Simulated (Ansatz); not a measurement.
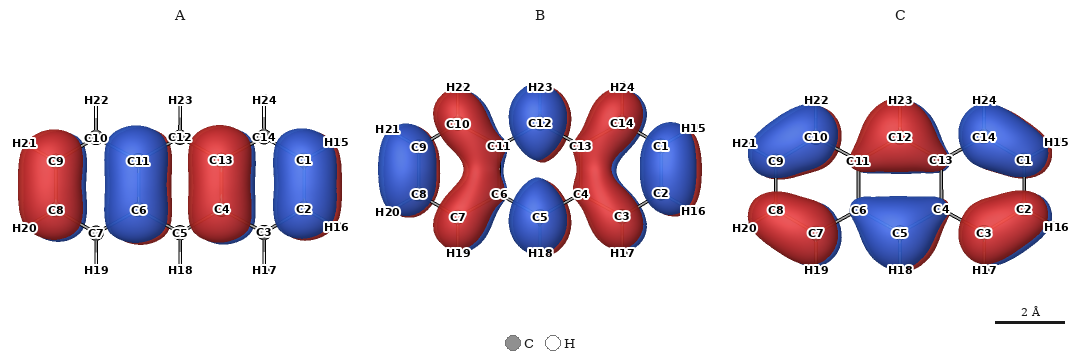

*C₁₄H₁₀ (SMILES c1ccc2cc3ccccc3cc2c1). Three frontier orbitals at ±0.06 Å⁻³ᐟ² (red and blue are the two phases), in no order.*

Computed with DFT PBE0, Gaussian basis def2-TZVP in Ansatz.

The calculation's input:

```
crystal:
  periodic: [false, false, false]
  atoms:
    - { symbol: C, position_ang: [3.71246123, 0.27956451, -0.32070715] }
    - { symbol: C, position_ang: [3.59395806, -0.93996217, 0.41269459] }
    - { symbol: C, position_ang: [2.35795001, -1.42781748, 0.75572371] }
    - { symbol: C, position_ang: [1.16197831, -0.72957672, 0.38874161] }
    - { symbol: C, position_ang: [-0.11604028, -1.20241098, 0.72297898] }
    - { symbol: C, position_ang: [-1.28103739, -0.51134408, 0.35591316] }
    - { symbol: C, position_ang: [-2.59045692, -0.98575479, 0.69022851] }
    - { symbol: C, position_ang: [-3.71194297, -0.28815812, 0.31627452] }
    - { symbol: C, position_ang: [-3.59394588, 0.93116854, -0.41685745] }
    - { symbol: C, position_ang: [-2.35752186, 1.42116, -0.75650387] }
    - { symbol: C, position_ang: [-1.16145056, 0.7246254, -0.38749465] }
    - { symbol: C, position_ang: [0.11679909, 1.19798759, -0.72073661] }
    - { symbol: C, position_ang: [1.2816862, 0.50633957, -0.35481294] }
    - { symbol: C, position_ang: [2.59135457, 0.97933592, -0.69124444] }
    - { symbol: H, position_ang: [4.70499777, 0.65331641, -0.58511621] }
    - { symbol: H, position_ang: [4.49756177, -1.48389714, 0.69956688] }
    - { symbol: H, position_ang: [2.26615816, -2.36207945, 1.31659933] }
    - { symbol: H, position_ang: [-0.20694156, -2.13634259, 1.28547796] }
    - { symbol: H, position_ang: [-2.67947753, -1.9198369, 1.25187521] }
    - { symbol: H, position_ang: [-4.70427842, -0.66308499, 0.57938518] }
    - { symbol: H, position_ang: [-4.49745602, 1.47431668, -0.705527] }
    - { symbol: H, position_ang: [-2.26588495, 2.35579853, -1.31672898] }
    - { symbol: H, position_ang: [0.20791009, 2.1317088, -1.2832504] }
    - { symbol: H, position_ang: [2.68062121, 1.91376351, -1.25220082] }
basis:
  gaussian: { orbitals: def2-TZVP }
hamiltonian:
  xc: pbe0
output:
  orbitals: {}
```

Launched as:

```sh
ansatz run input.yaml --threads 4 --pin off --max-ram 10240MiB --backend cpu --events-out ev --progress --plain --runs-dir out
```

Order the three orbitals by energy and name them.

Answer. A is the HOMO−1 (−6.98 eV). By Hirshfeld shares it lies mainly on C4 (about 10 %), C6 (about 10 %), C13 (about 10 %), C11 (about 10 %), C8 (about 10 %), C9 (about 10 %), C2 (about 10 %) and C1 (about 10 %); it changes sign across the molecular plane (π type); it is gerade (even under inversion); π-bonding across C1–C2, C4–C13, C6–C11 and C8–C9. C is the HOMO (−5.73 eV). By Hirshfeld shares it lies mainly on C5 (about 15 %), C12 (about 15 %), C7 (about 10 %), C3 (about 10 %), C10 (about 10 %) and C14 (about 10 %); it changes sign across the molecular plane (π type); it is gerade (even under inversion). B is the LUMO (−1.90 eV). By Hirshfeld shares it lies mainly on C5 (about 10 %), C12 (about 10 %), C7 (about 5 %), C3 (about 5 %), C10 (about 5 %) and C14 (about 5 %); it changes sign across the molecular plane (π type); it is ungerade (odd under inversion).

What is the HOMO–LUMO gap?

Answer. 3.83 eV between the orbital energies.
